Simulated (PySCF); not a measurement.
C3H12GeO3Si, SMILES CO[Si](C)(OC)[O][GeH3] at its GFN2-xTB optimised geometry (Å):

```
20

Si    -0.3496     0.0232     0.0621
C     -0.6256     1.0281     1.6505
O     -0.7989     0.8360    -1.2712
C     -0.2975     2.0688    -1.7059
O     -1.1750    -1.3855     0.0072
C     -2.5720    -1.5020    -0.0387
O      1.1819    -0.5110     0.0000
Ge     1.5098    -2.2394     0.0000
H     -0.5228     0.4163     2.5411
H      0.0925     1.8384     1.7288
H     -1.6190     1.4676     1.6595
H      0.7877     2.0281    -1.8121
H     -0.7519     2.2887    -2.6722
H     -0.5528     2.8579    -0.9952
H     -3.0099    -1.2108     0.9189
H     -2.8129    -2.5447    -0.2436
H     -2.9837    -0.8697    -0.8260
H      0.9467    -2.8254     1.2532
H      3.0099    -2.2394     0.0000
H      0.9475    -2.8579    -1.2366
```

Method: PBE0/def2-SVP in PySCF. Cells within 0.4 Å of a nucleus heavier than hydrogen are left out (blank, or x).

Map of the deformation density (molecule minus spherical neutral atoms) (e/bohr³) on the plane z = 0.0 Å:

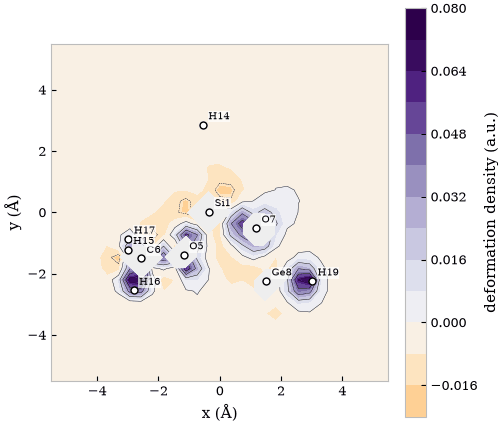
Figure. Deformation density (molecule minus spherical neutral atoms) (e/bohr³) on the plane z = 0.0 Å.
